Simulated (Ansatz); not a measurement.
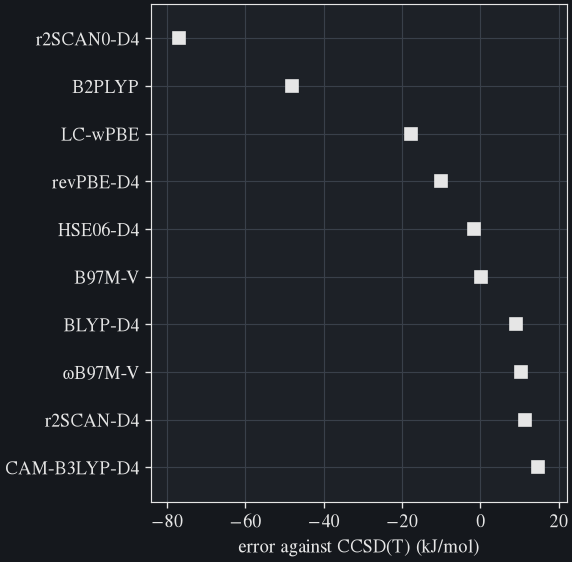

Error in the electronic atomisation energy (method less reference, so positive means overbinding) of C₂H₆O₂Si, SMILES O=C[C@@H](O)[SiH3]: functionals in def2-TZVPP against frozen-core CCSD(T) at the limit (MP2 extrapolated from triple and quadruple zeta, plus CCSD(T) less MP2 in a smaller set), which gives 4115.7 kJ/mol, at a PBE0-D4/def2-TZVP geometry (a minimum by its frequencies), no zero-point or spin-orbit term, the Ansatz code 0.2.0. The reference leaves out core correlation, a term that grows with the number of heavy atoms. B2PLYP holds a correlation term that converges slowly with the basis, so part of the distance to the limit is basis error. No dispersion term is added to B2PLYP and LC-wPBE.

Which of these levels overbind, and which underbind?

Answer. Overbind: none clearly. Underbind: r2SCAN0-D4 and B2PLYP. Within 25 kJ/mol of zero, too close to call in view of what the reference leaves out: LC-wPBE, revPBE-D4, HSE06-D4, B97M-V, BLYP-D4, ωB97M-V, r2SCAN-D4 and CAM-B3LYP-D4.

Give the values.

Answer.
```csv
level,kJ/mol
r2SCAN0-D4,−76.9
B2PLYP,−48.2
LC-wPBE,−17.6
revPBE-D4,−9.9
HSE06-D4,−1.7
B97M-V,0.1
BLYP-D4,9.1
ωB97M-V,10.5
r2SCAN-D4,11.4
CAM-B3LYP-D4,14.9
```

Limits of at least one run: one conformer of a flexible molecule.
